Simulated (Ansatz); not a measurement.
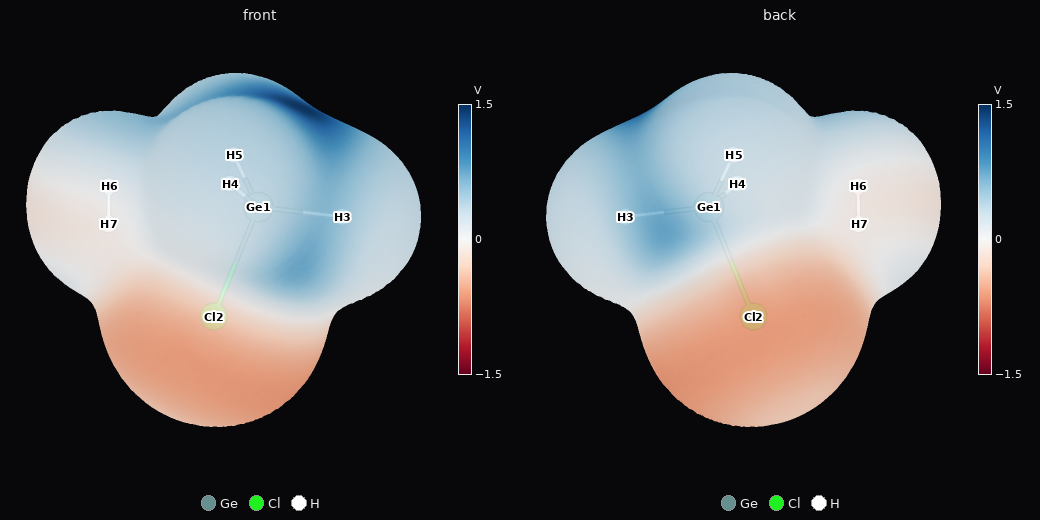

Figure. ClGeH$_{3}$···H$_{2}$. The molecular electrostatic potential painted on the density surface at 0.001 e/bohr³, seen from the front and from behind; the colour scale runs from red (negative) to blue (positive).

Not at a stationary point (largest force 1.7 eV/Å).

All numbers below come from RKS B3LYP-D4/def2-SVP in Ansatz.

```yaml
atoms:
  - { symbol: Ge, position_ang: [0.2263, 0.0000, -0.0018] }
  - { symbol: Cl, position_ang: [0.3741, 0.0000, 2.2018] }
  - { symbol: H, position_ang: [1.6814, 0.0000, -0.5074] }
  - { symbol: H, position_ang: [-0.5145, 1.2756, -0.4296] }
  - { symbol: H, position_ang: [-0.5145, -1.2756, -0.4296] }
  - { symbol: H, position_ang: [-2.4022, 0.0000, 0.8355] }
  - { symbol: H, position_ang: [-2.1018, 0.0000, 1.4891] }
```

Which sites attract a positive test charge, and which a negative one?

Answer. A positive charge is drawn to the negative regions and a negative charge to the positive ones. The most negative region (about −0.6 V) lies over Cl2, the most positive (about +1.4 V) over Ge1.
